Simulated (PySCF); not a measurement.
## Electronic structure of C$_{4}$H$_{13}$FN$_{2}$Si in real space

The calculation's input:

```
{"job": {"kind": "nmr", "xc": "PBE0", "basis": "pcSseg-1"}, "charge": 0, "multiplicity": 1}
C     -1.315219    -0.851360     0.833831
C     -1.347575    -0.177764    -0.534087
C     -2.702526     0.479574    -0.780063
C     -0.225539     0.865717    -0.652868
N      1.091136     0.291270    -0.562238
Si     2.225088     0.540163     0.681439
N      3.535581    -0.513261     0.333024
F      2.877236     2.016881     0.611566
H     -1.499398    -0.119166     1.616798
H     -0.342450    -1.304322     1.008393
H     -2.077726    -1.624508     0.898283
H     -1.181753    -0.941555    -1.303682
H     -2.736084     0.935448    -1.766902
H     -2.887074     1.253098    -0.037954
H     -3.499810    -0.256926    -0.714866
H     -0.331986     1.393708    -1.610165
H     -0.328140     1.600996     0.146848
H      1.280363    -0.380387    -1.287952
H      1.628835     0.526338     2.012863
H      4.431458    -0.268694     0.719952
H      3.396665    -1.507264     0.387308
```

Launched as:

```sh
OMP_NUM_THREADS=1 python probes_run.py task.json out
```

Geometry: GFN2-xTB.

Computed with PBE0/pcSseg-1, SCF density, gas phase, non-relativistic (PySCF 2.14.0).

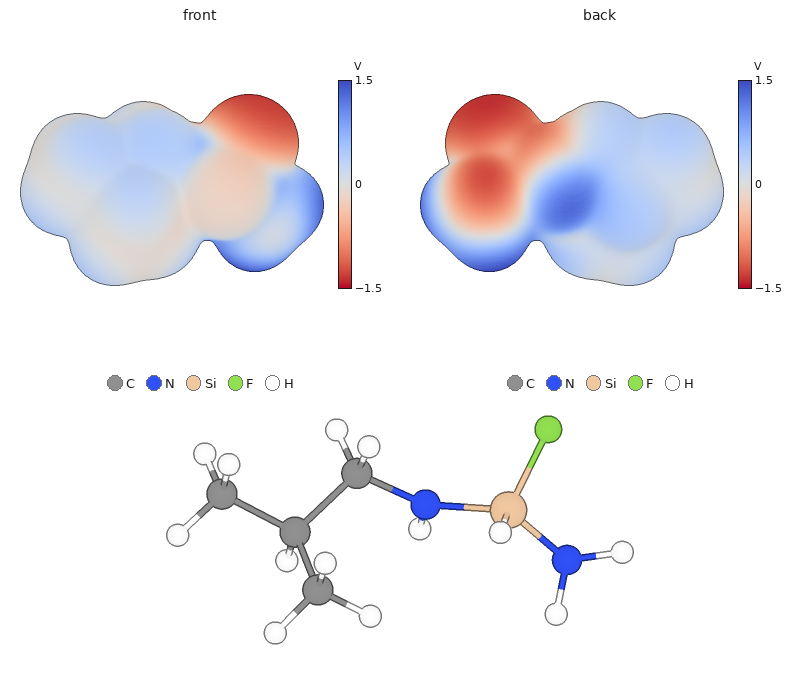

Figure 1. The electrostatic potential painted on the density surface at 0.001 e/bohr³, seen from the front and from behind; red is negative and blue positive. The bare structure is drawn below in the same view.

Q: Describe the electrostatic potential map.

A: The most negative region (about −1.3 V) lies over F8, the most positive (about +1.4 V) over H21.

Q: What dipole moment does the calculation give?

A: Its dipole moment is 2.66 D.

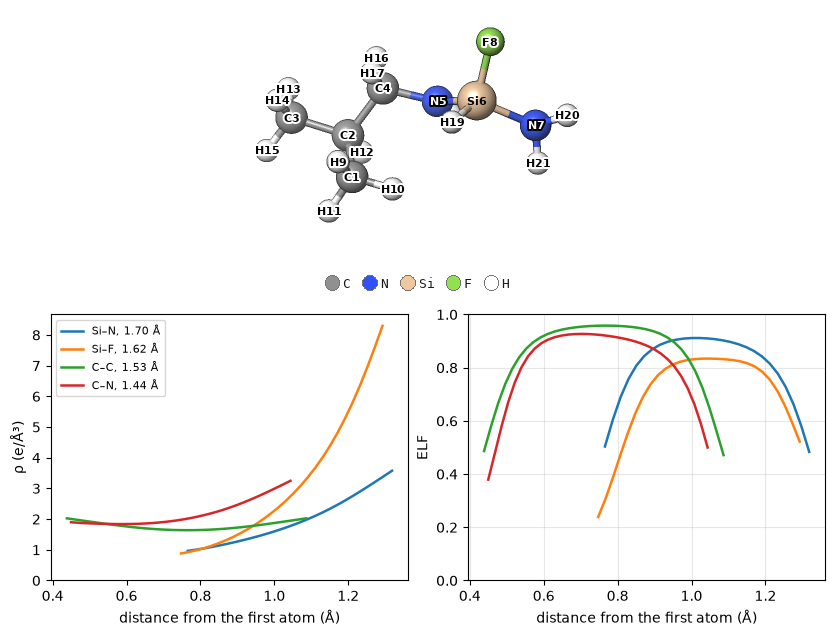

Figure 2. Electron density and electron localisation function along straight lines between neighbouring atoms. The curves leave out the atomic cores. The structure is drawn too.

Q: Compare the contacts.

A: Si–N (1.70 Å): ρ at the midpoint is about 1.1 e/Å³; the ELF peaks at about 0.90 between the atoms, as expected for a shared but strongly polarised pair.
Si–F (1.62 Å): ρ at the midpoint is about 1 e/Å³; the ELF peaks at about 0.85 in the valence shell of F, 0.6 Å from its nucleus, and is about 0.45 at the midpoint.
C–C (1.53 Å): ρ at the midpoint is about 1.6 e/Å³; the ELF peaks at about 0.95 between the atoms (a shared electron pair).
C–N (1.44 Å): the density is about 1.9 e/Å³ at the midpoint; the ELF peaks at about 0.95 between the atoms: localised, covalent bonding.
